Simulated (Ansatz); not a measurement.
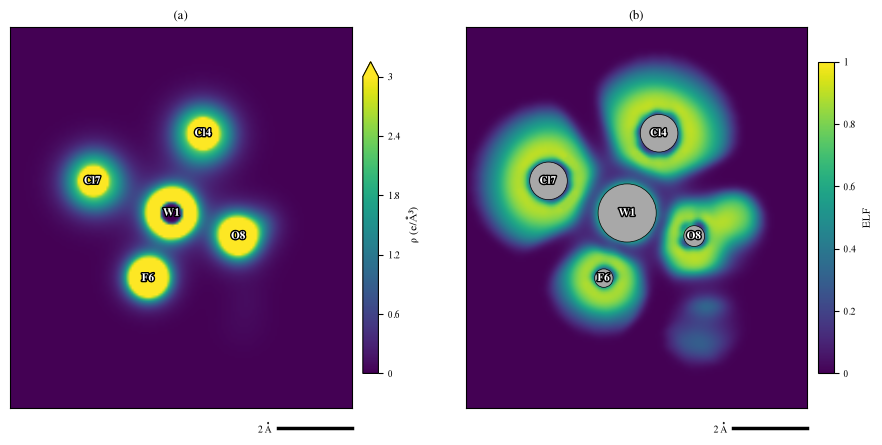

The picture shows: Cl₄FHOW···HF. (a) electron density; (b) ELF on the plane of atoms F6, W1 and O8. Grey discs cover the atomic cores in the ELF map.

Core potentials replace the inner electrons of W.

Method: RKS PBE/def2-SVP (Ansatz 0.2.0).

```yaml
atoms:
  - { symbol: W, position_ang: [0.3034, 0.3408, -0.4528] }
  - { symbol: F, position_ang: [0.1195, -0.4405, 3.2540] }
  - { symbol: Cl, position_ang: [2.5062, -0.1380, -1.0776] }
  - { symbol: Cl, position_ang: [0.4405, 2.5052, -1.2924] }
  - { symbol: Cl, position_ang: [-1.8746, 0.6597, 0.2375] }
  - { symbol: F, position_ang: [0.2029, -1.3777, 0.2891] }
  - { symbol: Cl, position_ang: [-0.3732, -0.4065, -2.5280] }
  - { symbol: O, position_ang: [1.0087, 1.0354, 1.1932] }
  - { symbol: H, position_ang: [1.6843, 1.7290, 1.3322] }
  - { symbol: H, position_ang: [0.5341, 0.1603, 2.6574] }
```

### What do the fields say about this system?

The plane passes through W, Cl, F and O nuclei. W–F (1.87 Å): the density is about 1.1 e/Å³ at the midpoint; the ELF peaks at about 0.85 in the valence shell of F, 0.5 Å from its nucleus, and drops to about 0.25 between the two atoms. W–O (1.92 Å): ρ at the midpoint is about 1 e/Å³; the ELF peaks at about 0.85 in the valence shell of O, 0.6 Å from its nucleus, and drops to about 0.25 between the two atoms. W–Cl (2.33 Å): ρ is about 0.65 e/Å³ halfway; the ELF peaks at about 0.85 in the valence shell of Cl, 0.8 Å from its nucleus, and is about 0.40 at the midpoint.
